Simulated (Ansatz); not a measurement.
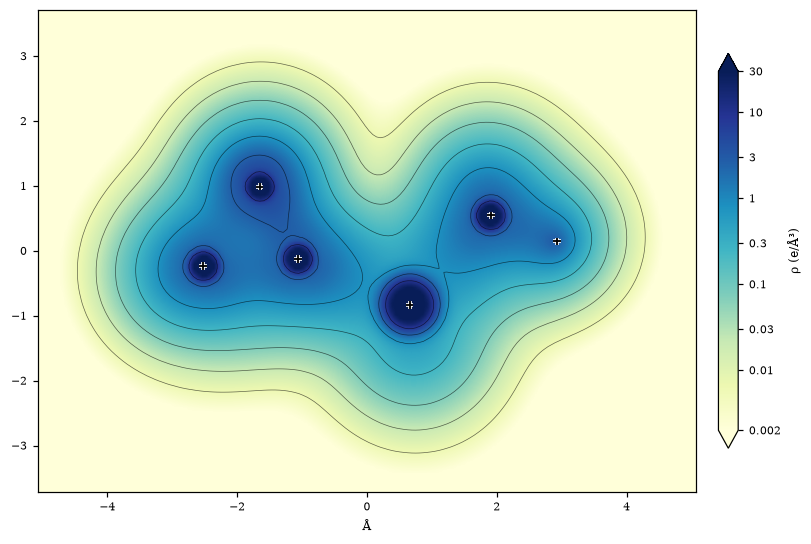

The electron density on a plane through atoms (crosses mark nuclei in the plane).

These are results of RKS PBE0-D4/def2-TZVPP (Ansatz 0.2.0), not measurements.

Candidates:
A. H₆O₃Si₂ (SMILES O[SiH](O)O[SiH3])
B. C₃H₇NSi (SMILES C[SiH2]C1=NC1)
C. CH₄ClInO₂ (SMILES O[CH2][In]([OH])[Cl])

Which system is this?

Candidate B: C₃H₇NSi on the plane of atoms C1, Si2 and C3, which holds C, Si, N and H. C–N (1.26 Å): ρ is about 2.9 e/Å³ halfway. C–C (1.46 Å): the density is about 1.7 e/Å³ at the midpoint.
